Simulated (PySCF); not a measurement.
**CH₁₀Si₃: NMR shifts, electronic excitations and K edges in gas and solvents**

Aim: compute the NMR shifts, electronic excitations and K edges of CH₁₀Si₃ (`[SiH3]C[SiH2][SiH3]`), and see what a dielectric continuum does where one was used.

Programs: PySCF 2.14.0, with density-fitted response routines of our own. Each step states its level of theory. These are calculated values for one molecule, in the gas phase or a continuum, unless marked as measured. Atoms are numbered from 0 throughout.

## (1) Starting geometry

14 atoms, charge 0, multiplicity 1; geometry from: GFN2-xTB. The atoms were then displaced at random by about 0.01 Å, so the start is not that level's minimum.

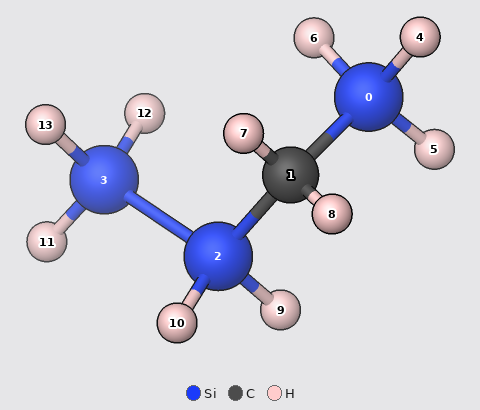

The starting geometry (silicon blue, carbon dark grey, hydrogen pink), atoms numbered.

## (2) Geometry optimisation at PBE0-D3(BJ)/def2-SVP

What the job is given:

```
{"job": {"xc": "PBE0", "basis": "def2-SVP", "d3": "d3bj", "grid": 1, "shake": 0.01, "kind": "geom"}, "charge": 0, "multiplicity": 1}
Si    -1.878240     0.104150     0.964640
C     -1.112480    -0.032140    -0.758950
Si     0.603330    -0.829340    -0.814050
Si     2.254470     0.528590     0.161990
H     -3.217640     0.759850     0.836310
H     -2.071540    -1.195590     1.546790
H     -1.034580     0.945190     1.825930
H     -1.029850     0.970100    -1.211950
H     -1.779630    -0.597530    -1.376660
H      0.513820    -2.153830    -0.162130
H      0.922840    -1.101980    -2.213190
H      3.569610    -0.053940     0.077570
H      1.959900     0.793000     1.580240
H      2.292830     1.848380    -0.464310
```

Started as:

```
$ OMP_NUM_THREADS=1 python probes_run.py task.json out
```

This one command runs all jobs of the session in turn.

Standard output:

```text
step   0  E = -911.86770807  max force = 0.020775
step   1  E = -911.87321019  max force = 0.004565
step   2  E = -911.87344576  max force = 0.001732
step   3  E = -911.87349015  max force = 0.000472
step   4  E = -911.87351566  max force = 0.000723
step   5  E = -911.87354019  max force = 0.000788
step   6  E = -911.87356071  max force = 0.000869
step   7  E = -911.87358632  max force = 0.000585
step   8  E = -911.87360925  max force = 0.000658
step   9  E = -911.87362222  max force = 0.000614
step  10  E = -911.87363486  max force = 0.000493
step  11  E = -911.87363908  max force = 0.000199
optimisation converged
```

It took 62 s on 1 thread of Arm Neoverse V1, shared host; peak memory 0.52 GiB.

Relaxation path:

```csv
step,energy from step 0 (eV),largest force component (eV/Å)
0,0.0000,1.0683
1,-0.1497,0.2347
2,-0.1561,0.0891
3,-0.1573,0.0243
4,-0.1580,0.0372
5,-0.1587,0.0405
6,-0.1593,0.0447
7,-0.1600,0.0301
8,-0.1606,0.0338
9,-0.1609,0.0316
10,-0.1613,0.0254
11,-0.1614,0.0102
```

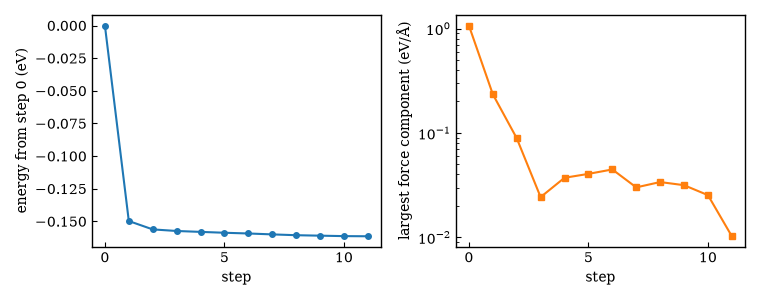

Energy and force, step by step.

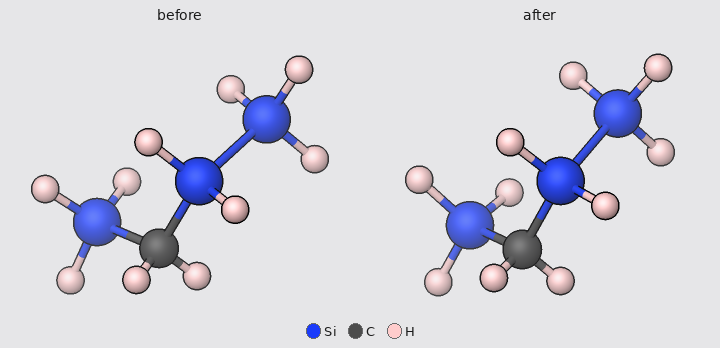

The geometry before (left) and after (right).

Distances of close pairs at the start and the end, largest changes first:

```csv
bond,before (Å),after (Å),change (Å)
Si0–H5,1.437,1.495,+0.058
Si3–H11,1.441,1.496,+0.055
Si2–H10,1.461,1.498,+0.037
Si3–H13,1.461,1.497,+0.036
C1–H8,1.071,1.104,+0.033
Si0–H6,1.470,1.496,+0.026
Si3–H12,1.472,1.496,+0.023
Si2–H9,1.479,1.498,+0.019
```

The final coordinates are the input of the step that follows.

```csv
at the end point,value
point group (found at 0.08 Å tolerance),C1
"rotational constants (GHz, main isotopes)","4.549, 1.660, 1.322"
dipole moment (D),0.97
```

## (3) Nuclear shieldings: PBE0/pcSseg-1 in cyclohexane

What the job is given:

```
{"job": {"kind": "nmr", "xc": "PBE0", "basis": "pcSseg-1", "solvent": "cyclohexane", "pop": true}, "charge": 0, "multiplicity": 1}
Si    -1.863871     0.275891     0.677441
C     -1.181848    -0.121177    -1.030809
Si     0.524554    -0.930859    -1.038964
Si     2.086805     0.343264     0.168446
H     -3.250131     0.829527     0.589972
H     -1.892783    -0.953850     1.527809
H     -0.990274     1.288545     1.348031
H     -1.125365     0.815578    -1.611745
H     -1.887973    -0.784349    -1.559390
H      0.443136    -2.293329    -0.422419
H      1.014957    -1.093732    -2.445053
H      3.470905    -0.166789    -0.081213
H      1.812974     0.272975     1.637264
H      2.023916     1.777372    -0.256673
```

With the program's defaults for keys left out, this is: GIAO PBE0/pcSseg-1 NMR shielding, non-relativistic, IEF-PCM cyclohexane.

Standard output:

```text
coarse grid: 12160 points
cycle   1  E = -912.0834071438  dE = -2.636e-01  |g| = 3.124e-01  |ddm| = 3.160e+00
cycle   2  E = -912.0724059556  dE =  1.100e-02  |g| = 3.608e-01  |ddm| = 5.408e-01
cycle   3  E = -912.1069804988  dE = -3.457e-02  |g| = 3.581e-02  |ddm| = 3.417e-01
cycle   4  E = -912.1073397790  dE = -3.593e-04  |g| = 7.359e-03  |ddm| = 4.749e-02
cycle   5  E = -912.1073519719  dE = -1.219e-05  |g| = 1.705e-03  |ddm| = 1.147e-02
cycle   6  E = -912.1073529423  dE = -9.704e-07  |g| = 2.242e-04  |ddm| = 2.818e-03
final grid: 100712 points
cycle   7  E = -912.1291374848  dE = -1.006e-05  |g| = 4.189e-03  |ddm| = 1.353e-02
cycle   8  E = -912.1291341670  dE =  3.318e-06  |g| = 5.343e-03  |ddm| = 7.915e-03
cycle   9  E = -912.1291417410  dE = -7.574e-06  |g| = 2.840e-04  |ddm| = 4.708e-03
cycle  10  E = -912.1291417551  dE = -1.402e-08  |g| = 3.625e-05  |ddm| = 2.804e-04
cycle  11  E = -912.1291417553  dE = -2.804e-10  |g| = 1.151e-05  |ddm| = 6.263e-05
converged SCF energy = -912.1291417553

GIAO shielding tensors (ppm)
atom      isotropic    diamagn.    paramagn.     s11        s22        s33       span
  0 Si     418.987     879.831    -460.844    391.588    399.709    465.665     74.077
  1 C      200.627     257.912     -57.285    189.273    201.684    210.923     21.650
  2 Si     419.691     880.593    -460.902    392.532    396.953    469.588     77.056
  3 Si     459.638     880.364    -420.726    451.447    463.013    464.454     13.006
  4 H       27.180      28.395      -1.214     23.621     24.796     33.124      9.503
  5 H       27.423      29.271      -1.848     24.218     25.786     32.264      8.047
  6 H       27.383      29.870      -2.487     23.480     27.258     31.410      7.930
  7 H       31.412      31.627      -0.215     26.463     28.526     39.247     12.783
  8 H       31.048      29.730       1.318     25.220     28.173     39.751     14.531
  9 H       27.254      29.589      -2.334     24.041     25.487     32.236      8.195
 10 H       27.064      29.037      -1.973     23.207     25.176     32.810      9.604
 11 H       27.823      28.577      -0.754     24.623     25.181     33.666      9.043
 12 H       27.611      29.461      -1.850     24.141     26.454     32.238      8.097
 13 H       27.810      29.384      -1.574     24.676     26.085     32.669      7.993
```

It took 15 s on 1 thread of Arm Neoverse V1, shared host; peak memory 0.83 GiB.

The references, computed at this level on geometries of the same kind, shield at (ppm): 1H TMS 31.26, 13C TMS 184.8, 29Si TMS 351.9. Their shielding less the atom's gives the shift. The references are single molecules in the same continuum. Atoms listed in one row are averaged.

```csv
atoms,environment,σ (ppm),δ (ppm)
C1,sp3 CH2 bonded to 2 Si,200.6,-15.8
"H9, H10","hydrogen on a silicon bonded to C, Si",27.16,4.10
"H4, H5, H6",hydrogen on a silicon bonded to C,27.33,3.93
"H11, H12, H13",hydrogen on a silicon bonded to Si,27.75,3.51
"H7, H8",hydrogen on an sp3 CH2 bonded to 2 Si,31.23,0.03
Si0,"silicon bonded to C, 3 H",419.0,-67.0
Si2,"silicon bonded to C, Si, 2 H",419.7,-67.8
Si3,"silicon bonded to Si, 3 H",459.6,-107.7
```

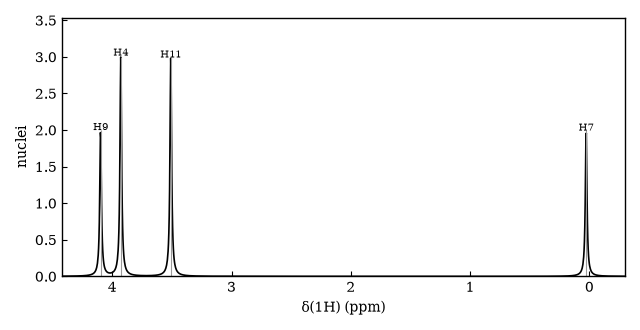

1H lines at the computed shifts, without couplings. Lines are broadened to a width of 0.02 ppm (Lorentzian).

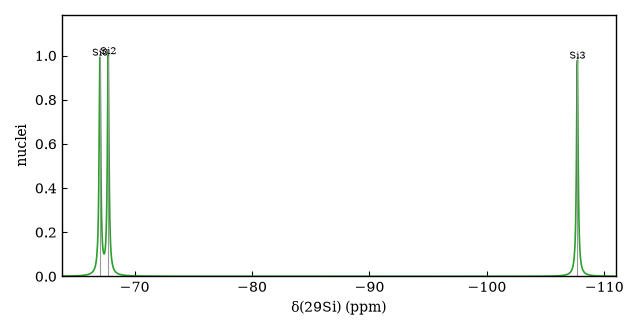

29Si lines at the computed shifts, without couplings. Lines are broadened to a width of 0.16 ppm (Lorentzian).

Charges from the same density, by scheme (e):

```csv
atoms,Mulliken,IAO,Hirshfeld,ESP fit
Si0,0.48,0.59,0.31,0.41
C1,-0.84,-0.82,-0.24,-0.44
Si2,0.31,0.46,0.25,0.34
Si3,0.17,0.26,0.20,0.14
```

Mulliken charges:

Si0 0.48; C1 -0.84; Si2 0.31; Si3 0.17; H4 -0.08; H5 -0.08; H6 -0.07; H7 0.19; H8 0.19; H9 -0.04; H10 -0.05; H11 -0.06; H12 -0.05; H13 -0.06

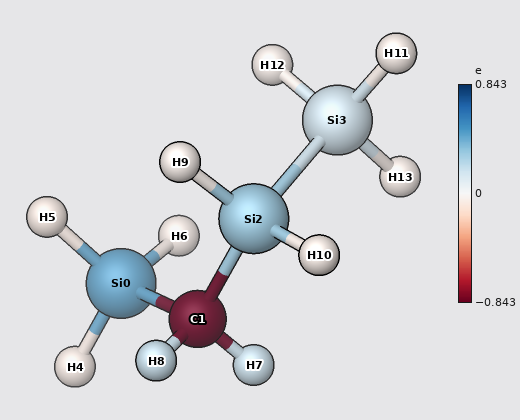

Mulliken charges, as colours on the atoms.

Mayer bond orders: Si0–C1 0.92, C1–Si2 0.91, Si2–Si3 0.92.

## (4) Nuclear shieldings: PBE0/pcSseg-1 in methanol

Same as in step 3 but for these lines:

```diff
@@ -1,2 +1,2 @@
-{"job": {"kind": "nmr", "xc": "PBE0", "basis": "pcSseg-1", "solvent": "cyclohexane", "pop": true}, "charge": 0, "multiplicity": 1}
+{"job": {"kind": "nmr", "xc": "PBE0", "basis": "pcSseg-1", "solvent": "methanol", "pop": false}, "charge": 0, "multiplicity": 1}
 Si    -1.863871     0.275891     0.677441
```

With the program's defaults for keys left out, this is: GIAO PBE0/pcSseg-1 NMR shielding, non-relativistic, IEF-PCM methanol.

Standard output:

```text
coarse grid: 12160 points
cycle   1  E = -912.0842699193  dE = -2.642e-01  |g| = 3.114e-01  |ddm| = 3.159e+00
cycle   2  E = -912.0737406944  dE =  1.053e-02  |g| = 3.582e-01  |ddm| = 5.504e-01
cycle   3  E = -912.1078878947  dE = -3.415e-02  |g| = 3.337e-02  |ddm| = 3.331e-01
cycle   4  E = -912.1081865632  dE = -2.987e-04  |g| = 6.887e-03  |ddm| = 4.087e-02
cycle   5  E = -912.1081963707  dE = -9.807e-06  |g| = 1.436e-03  |ddm| = 1.069e-02
final grid: 100712 points
cycle   6  E = -912.1299758994  dE = -1.068e-05  |g| = 4.483e-03  |ddm| = 1.408e-02
cycle   7  E = -912.1299730200  dE =  2.879e-06  |g| = 5.396e-03  |ddm| = 8.966e-03
cycle   8  E = -912.1299807758  dE = -7.756e-06  |g| = 4.555e-04  |ddm| = 4.979e-03
cycle   9  E = -912.1299808191  dE = -4.326e-08  |g| = 6.331e-05  |ddm| = 4.639e-04
cycle  10  E = -912.1299808203  dE = -1.207e-09  |g| = 1.218e-05  |ddm| = 1.061e-04
cycle  11  E = -912.1299808203  dE = -4.593e-11  |g| = 2.295e-06  |ddm| = 2.235e-05
converged SCF energy = -912.1299808203

GIAO shielding tensors (ppm)
atom      isotropic    diamagn.    paramagn.     s11        s22        s33       span
  0 Si     418.428     879.801    -461.373    390.813    398.723    465.748     74.934
  1 C      200.947     257.978     -57.031    189.782    202.164    210.896     21.114
  2 Si     418.875     880.521    -461.646    391.791    395.712    469.120     77.329
  3 Si     459.268     880.384    -421.116    450.578    462.735    464.490     13.912
  4 H       27.209      28.435      -1.226     23.668     24.818     33.143      9.474
  5 H       27.471      29.350      -1.879     24.287     25.837     32.290      8.003
  6 H       27.423      29.958      -2.535     23.535     27.302     31.432      7.897
  7 H       31.231      31.411      -0.180     26.217     28.301     39.175     12.958
  8 H       30.899      29.509       1.390     25.013     27.986     39.700     14.687
  9 H       27.300      29.640      -2.340     24.109     25.537     32.254      8.144
 10 H       27.089      29.052      -1.963     23.251     25.191     32.824      9.572
 11 H       27.852      28.633      -0.782     24.671     25.217     33.667      8.996
 12 H       27.660      29.557      -1.896     24.215     26.518     32.248      8.032
 13 H       27.816      29.431      -1.615     24.695     26.094     32.658      7.963
```

Run time: 12 s. Hardware: 1 thread of Arm Neoverse V1, shared host; peak memory 0.83 GiB.

In short: δ C1 -15.5, Si0 -66.7, Si2 -67.1, Si3 -107.5, H9 4.05, H4 3.87 ppm (means over like atoms).

(Part 1 of 2 ends here.)
